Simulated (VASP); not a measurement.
Band structure of CsPbBr3 (space group Pm-3m). These are PBE GGA, VASP's PBE PAW potentials (set 64) (plane waves; VASP) values and carry that method's errors.

Unless said otherwise, spin-orbit coupling is left out, though it shifts the bands of the heavy elements here.

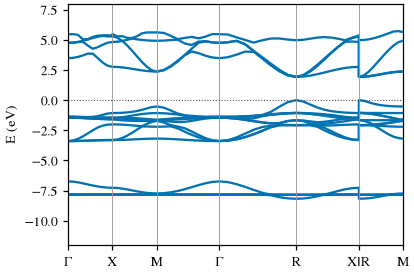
Fig. 1. Bands along high-symmetry lines, zero at the valence-band maximum or, without a gap, the Fermi level

Problem. Read the plot: is there a gap, and where are the band edges?

Solution. The gap is direct, 1.93 eV, from the valence maximum at R to the conduction minimum at R.

The structure comes from a computed database's CsPbBr3 entry; how it stands against other phases isn't given here. The cell was not relaxed at this level.
